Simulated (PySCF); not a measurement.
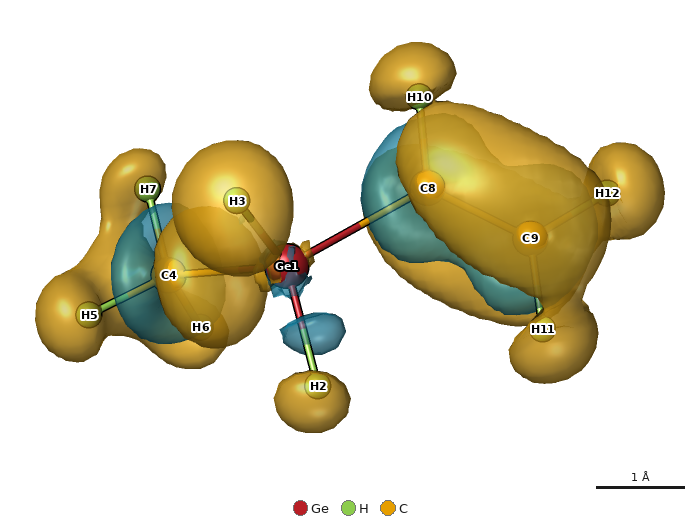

Figure 1: GeH2Me(vinyl) (C$_{3}$H$_{8}$Ge). Fukui function f⁻ = ρ(N) − ρ(N−1) at fixed geometry, surfaces at ±0.02 e/Å³ (yellow positive, teal negative).

PySCF calculation, PBE0/def2-SVP, gas phase; geometry: GFN2-xTB. No frequency check shows the geometry to be a minimum. GFN2-xTB bond lengths at metals and heavier atoms can be off by up to 0.1 Å and shapes distorted, which carries into these values.

Question: Which atoms respond most to the removal of an electron?

Answer: f⁻ (Hirshfeld-condensed) is largest on C9 (0.21) and C8 (0.16); the vertical ionisation energy is 9.78 eV. Condensed values hint at sites of electrophilic attack but needn't mark the atom that reacts. Shares this close don't rank the sites. Orbital relaxation makes it negative in places (0.20 e in all).
